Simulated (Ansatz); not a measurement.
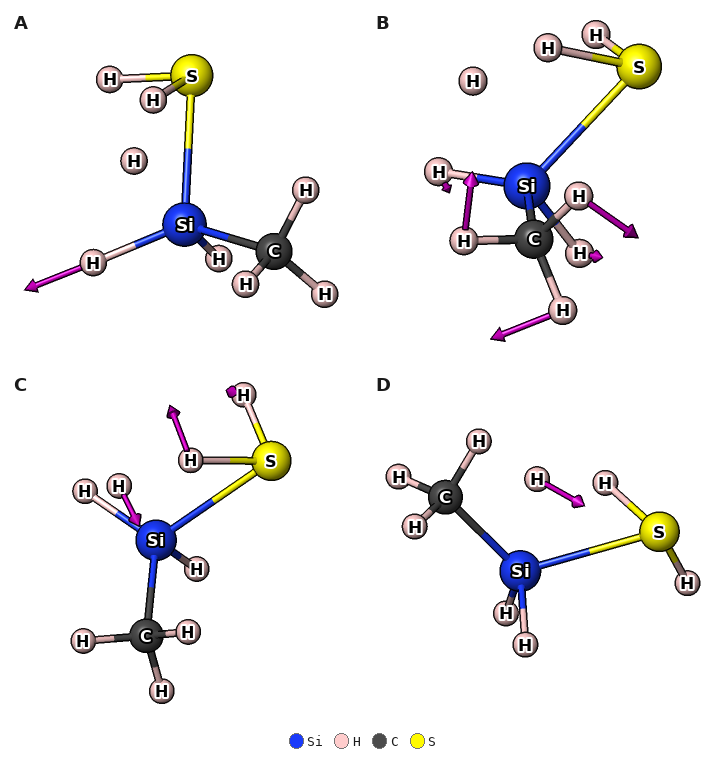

4 normal modes of one molecule or complex, as arrows. Harmonic vibrations computed with RKS PBE0-D4/def2-SVP (Ansatz 0.2.0) at a stationary point of the same level. It is a saddle point of order 1.

### Match the panels to the wavenumbers 65 cm⁻¹, 1133 cm⁻¹, 1342 cm⁻¹, 2217 cm⁻¹.

A: 2217 cm⁻¹, Si–H stretching
B: 65 cm⁻¹
C: 1342 cm⁻¹, H–S–H bending
D: 1133 cm⁻¹
